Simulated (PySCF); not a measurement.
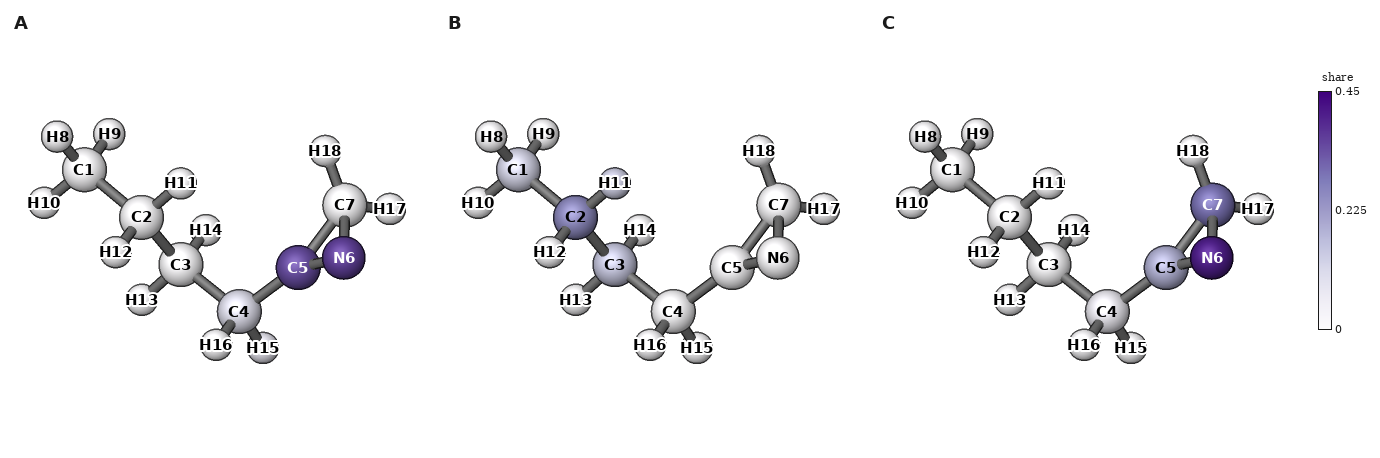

Each panel colours the atoms by their Löwdin share in one orbital (up to four of the largest shares; other atoms are shown as zero). Computed geometry: GFN2-xTB optimisation. No frequency run is at hand to confirm it as a minimum. Level of theory: PBE0/def2-SVPD (PySCF 2.14.0).

The panels show the HOMO−2, HOMO, LUMO, in some order. Which is which?

A: LUMO, −0.14 eV; N6 0.36, C5 0.34, C4 0.09, H15 0.07
B: HOMO−2, −9.55 eV; C2 0.25, C3 0.14, H11 0.13, C1 0.12
C: HOMO, −7.45 eV; N6 0.41, C7 0.29, C5 0.18, C4 0.05
